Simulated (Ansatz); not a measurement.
```xyz
5

N     1.3164   -1.5758    1.3597
C     0.6441   -0.8176    0.8096
Sn   -0.7079    0.6141    0.0200
F    -1.5788   -0.2486   -1.4389
F     0.3761    1.9544   -0.7919
```

Geometry: PBE0-D4/def2-TZVP; core potentials replace the inner electrons of Sn.

Computed with UKS PBE0-D4/def2-TZVPP in Ansatz.

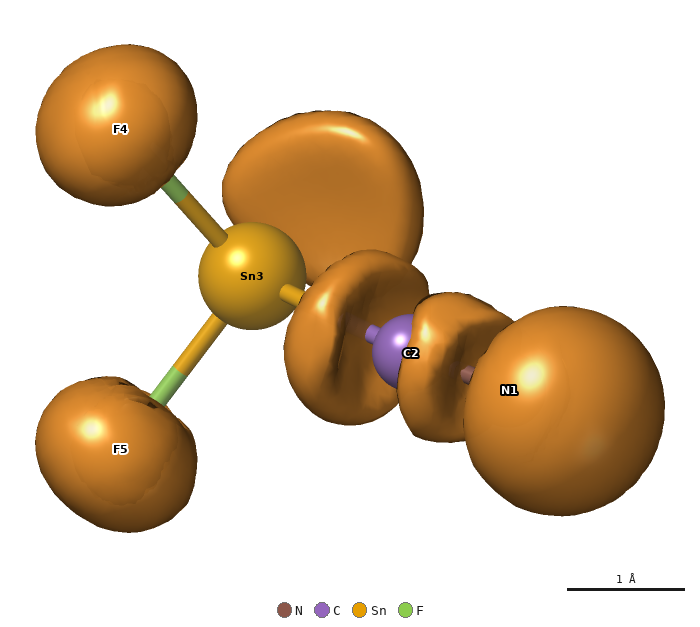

CF2NSn (SMILES N#[C][Sn]([F])[F]) (doublet). Isosurface of the ELF at 0.8 (orange), seen at an oblique angle. Core shells and regions of very low density are left out.

What do the ELF domains correspond to?

Answer. At this value the surface marks out one region between bonded C–N atoms (shared pairs), one lobe of the valence shell of C pointing towards Sn (polar bonds), one lobe on N, pointing away from the bonds (non-bonding electrons), one lobe on Sn, pointing away from the bonds (non-bonding electrons) and two regions wrapped around F (the valence shell of each). Profiles from the grid: C–N (1.15 Å): the ELF peaks at about 0.85 between the atoms: a multiple bond. Sn–F (1.91 Å): the ELF peaks at about 0.80 in the valence shell of F, 0.5 Å from its nucleus, and drops to about 0.15 between the two atoms.
